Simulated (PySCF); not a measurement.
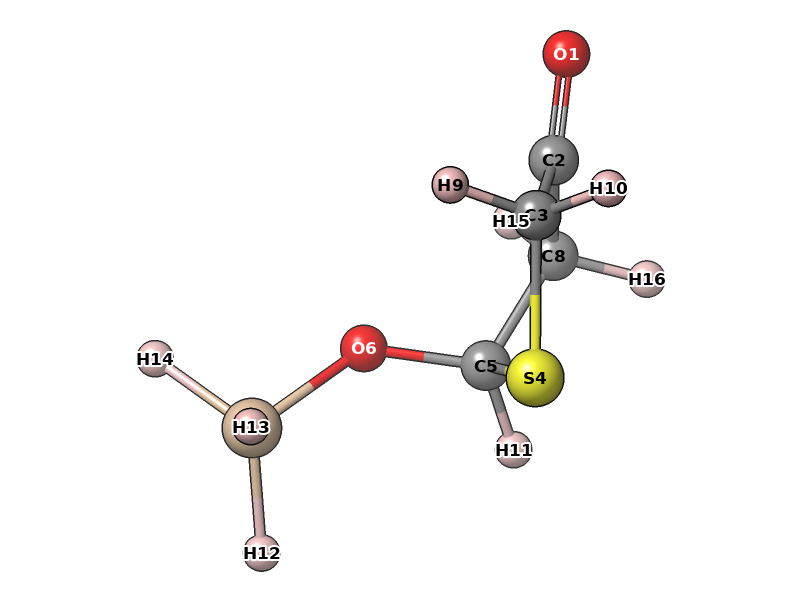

C5 lies behind S4. The molecule seen a little off the S4–C5 bond, S4 in front. Depth is shown by fading: the farther an atom, the more it takes the colour of the background. Geometry: an end point of a reaction path computed with GFN2-xTB.

What is the torsion angle C3–S4–C5–O6? The sign is positive where the front bond must turn clockwise to cover the back bond.

−82°, about perpendicular.
